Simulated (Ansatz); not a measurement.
System: ClFGeH3In.

```xyz
7

F    -0.1149   -2.3968    1.6710
In    0.6851   -0.8747    0.7297
Cl    3.0024   -0.8860    1.1037
Ge   -0.7016    0.7980   -0.6738
H    -1.8786    1.2955    0.1774
H     0.1968    1.9705   -1.0887
H    -1.2267    0.0624   -1.9158
```

Core potentials replace the inner electrons of In.

Computed with Ansatz, RKS PBE0-D4/def2-SVP.

**What will maps of the electron density and electron localisation function show?**

In–F (1.96 Å): ρ is about 0.7 e/Å³ halfway; the ELF peaks at about 0.80 in the valence shell of F, 0.5 Å from its nucleus, and drops to about 0.10 between the two atoms.
In–Cl (2.35 Å): the density is about 0.51 e/Å³ at the midpoint; the ELF peaks at about 0.85 in the valence shell of Cl, 0.8 Å from its nucleus, and drops to about 0.15 between the two atoms.
In–Ge (2.59 Å): ρ at the midpoint is about 0.45 e/Å³; the ELF peaks at about 0.75 between the atoms.
Ge–H (1.53 Å): ρ at the midpoint is about 1.1 e/Å³; the ELF climbs to about 1 towards the hydrogen.

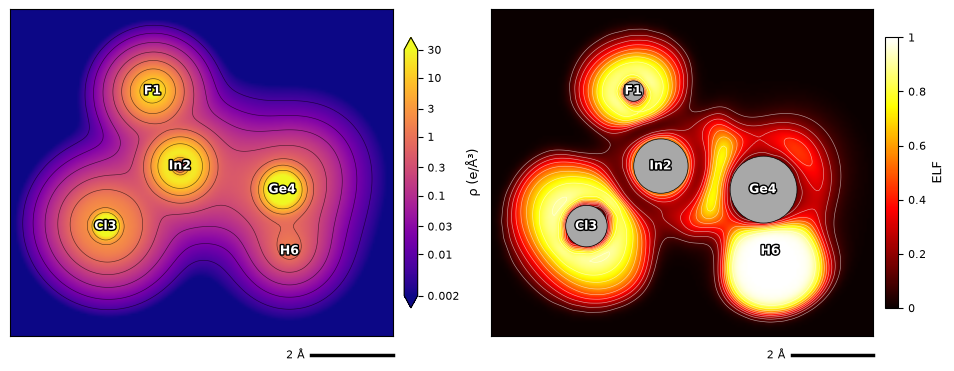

Computed electron density and electron localisation function on the plane of atoms F1, In2 and Cl3, in this order. Grey discs cover the atomic cores in the ELF map. 
